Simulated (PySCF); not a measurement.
# C3H6NSi (SMILES [SiH3]CC1[C]=N1): UM06-2X/def2-SVP

Aim: the vertical ionisation energy of C3H6NSi at UM06-2X/def2-SVP, from 2 runs. The job is set up through a Python script.

The results are computed with PySCF 2.14.0.

## 1. Starting point

C3H6NSi has 11 atoms, charge 0, and is taken as a doublet. As SMILES, `[SiH3]CC1[C]=N1`. The shape is that of a GFN2-xTB optimisation. This is one conformer, not always the lowest.

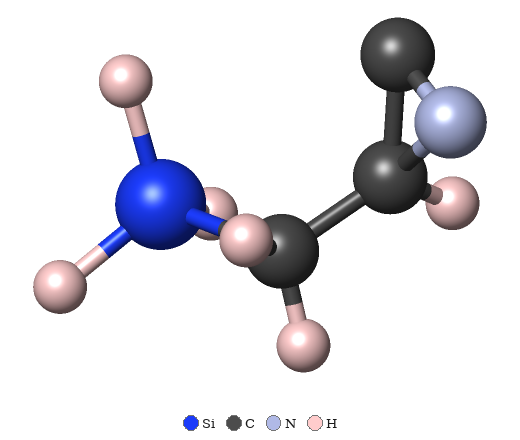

Viewed from a chosen angle; silicon blue, carbon dark grey, nitrogen light blue, hydrogen pink.

## 2. A single-point energy at UM06-2X/def2-SVP

Input file input.py:

```python
from pyscf import gto, dft

mol = gto.M(
    atom='''
Si  -1.132720  -0.249630   1.064360
C    0.614030   0.157150   0.367050
C    0.676350  -0.144480  -1.080040
C    0.092280   0.731330  -2.083610
N    1.317410   0.934930  -2.043610
H   -1.088810  -0.016450   2.507690
H   -2.099950   0.627660   0.410130
H   -1.427250  -1.653530   0.778300
H    0.819920   1.214700   0.533270
H    1.360100  -0.427140   0.905750
H    0.868650  -1.174530  -1.359280
''',
    verbose=3,
    max_memory=1860,
    spin=1,
    basis='def2-svp',
)

mf = dft.UKS(mol, xc='m06-2x')
mf.grids.level = 1
mf.conv_tol = 1e-10
mf.kernel()
if not mf.converged:
    mf = mf.newton().run(mf.mo_coeff, mf.mo_occ)

e_final = mf.e_tot
print('Final energy', e_final)
```

Started as:

```bash
$ OMP_NUM_THREADS=1 python input.py
```

Standard output:

```text
converged SCF energy = -461.701527380845  <S^2> = 0.755617  2S+1 = 2.0056091
Final energy -461.7015273808446
```

It took 25 s on 1 thread of Arm Neoverse V1, shared host; peak memory 0.43 GiB.

## 3. The singlet cation, same level

Input file job.py:

```python
from pyscf import gto, dft

mol = gto.Mole()
mol.atom = '''
Si    -1.132720    -0.249630     1.064360
C      0.614030     0.157150     0.367050
C      0.676350    -0.144480    -1.080040
C      0.092280     0.731330    -2.083610
N      1.317410     0.934930    -2.043610
H     -1.088810    -0.016450     2.507690
H     -2.099950     0.627660     0.410130
H     -1.427250    -1.653530     0.778300
H      0.819920     1.214700     0.533270
H      1.360100    -0.427140     0.905750
H      0.868650    -1.174530    -1.359280
'''
mol.verbose = 3
mol.basis = 'def2-svp'
mol.charge = 1
mol.max_memory = 1860
mol.build()

ks = dft.RKS(mol)
ks.xc = 'm06-2x'
ks.conv_tol = 1e-10
ks.grids.level = 1
ks.kernel()
if not ks.converged:
    ks = ks.newton().run(ks.mo_coeff, ks.mo_occ)

e_final = ks.e_tot
print('E(%s) = %.9f' % ('M06-2X', e_final))
```

Started as:

```bash
$ OMP_NUM_THREADS=1 python job.py
```

Standard output:

```text
converged SCF energy = -461.368526629569
E(M06-2X) = -461.368526630
```

Wall time 13 s (1 thread of Arm Neoverse V1, shared host); peak memory 0.44 GiB.

## 4. What came out

Level: UM06-2X/def2-SVP.

```
                                           quantity          value
                      doublet C3H6NSi: total energy  -461.70153 Eh
                     doublet C3H6NSi: dipole moment         2.49 D
doublet C3H6NSi: HOMO energy (highest over α and β)       -7.85 eV
 doublet C3H6NSi: LUMO energy (lowest over α and β)       -2.48 eV
                              doublet C3H6NSi: ⟨S²⟩          0.756
                       singlet cation: total energy  -461.36853 Eh
                        singlet cation: HOMO energy      -15.92 eV
                        singlet cation: LUMO energy      -10.24 eV
                      singlet cation: HOMO–LUMO gap        5.68 eV
 vertical ionisation energy (to the singlet cation)       9.061 eV
```

In words: The vertical ionisation energy comes to 9.06 eV (209 kcal/mol). Only the singlet of the ionised species was computed; a triplet could lie lower. Mulliken charges (singlet cation) run from -0.26 on C2 to +0.43 on Si1.
